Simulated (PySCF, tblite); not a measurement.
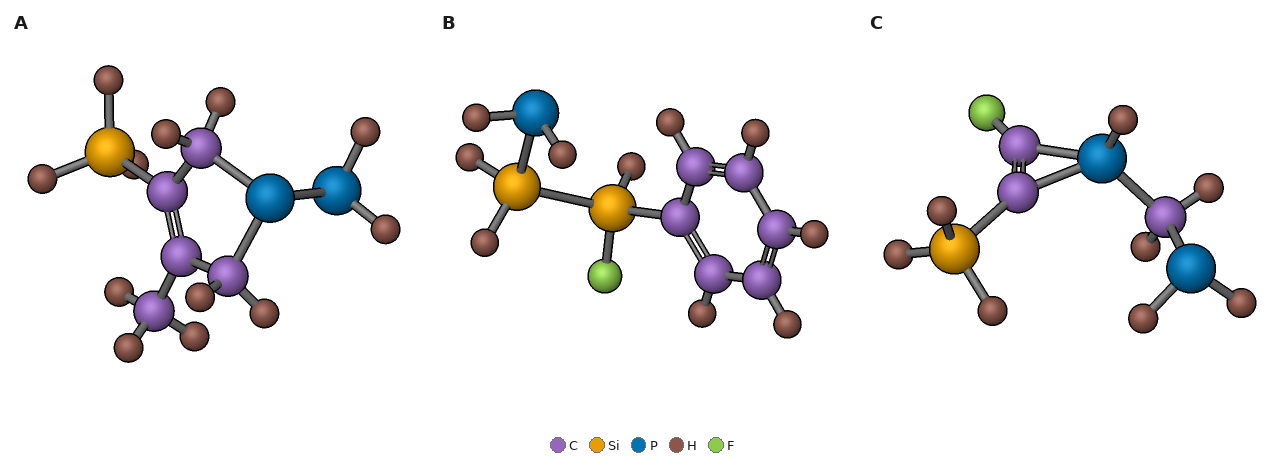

The picture comes from a calculation with PySCF and tblite.

```xyz
20
charge 0, multiplicity 1
F    -0.7044    2.8333   -1.0588
Si   -0.7686    1.8026    0.1914
Si   -2.8203    0.7349    0.0972
P    -2.6739   -1.1312    1.3359
C     0.6685    0.6005   -0.0241
C     1.5580    0.6943   -1.0914
C     2.5772   -0.2273   -1.2512
C     2.7243   -1.2625   -0.3435
C     1.8495   -1.3701    0.7258
C     0.8325   -0.4473    0.8800
H    -0.5184    2.6907    1.3275
H    -3.3007    0.4289   -1.2615
H    -3.9010    1.5097    0.7247
H    -3.8849   -1.6492    0.9261
H    -1.9745   -1.8590    0.3923
H     1.4456    1.5005   -1.8012
H     3.2567   -0.1393   -2.0865
H     3.5181   -1.9846   -0.4678
H     1.9606   -2.1752    1.4378
H     0.1506   -0.5388    1.7171
```

Which picture belongs to the input above?

Answer. B. The file holds C6H10FPSi2, `F[Si@@H]([SiH2]P)c1ccccc1`.
